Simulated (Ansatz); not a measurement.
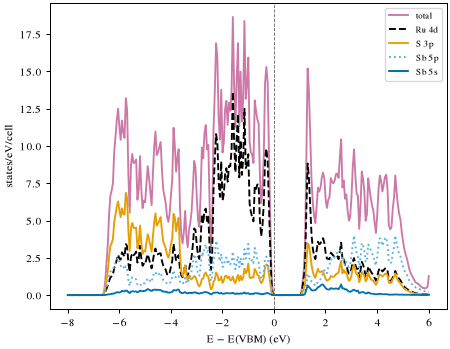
Total and projected density of states of SbRuS in space group P2_1/c (No. 14; Sb on 4e, Ru on 4e, S on 4e), r²SCAN in the plane-wave PAW code Ansatz

Problem. Which orbitals carry the states next to the gap?

Solution. Top 1 eV of the valence band: Ru 4d 61 %, Sb 5p 20 %, S 3p 13 %. Bottom 1 eV of the conduction band: Ru 4d 52 %, S 3p 23 %, Sb 5p 13 %, Sb 5s 6 %. Projections are on Löwdin-orthogonalised atomic valence shells; empty p or d shells of many metals are not among them.

Problem. Where is the tallest occupied peak in this window, and what makes it?

Solution. Near -1.6 eV, about 19 states/eV per cell; the largest projected share is Ru 4d.

The first step of the workflow began from a Materials Project structure, measured or hypothetical; the Crystallography Open Database copy checked does not list it. Whether it is the stable phase at ambient conditions was not checked. The r²SCAN relaxation kept the symmetry of its start; whether a distortion lowers the energy is not shown. No spin polarisation was allowed. Spin–orbit coupling is left out wherever it is not named.

Potentials: the later of the program's two PAW sets.
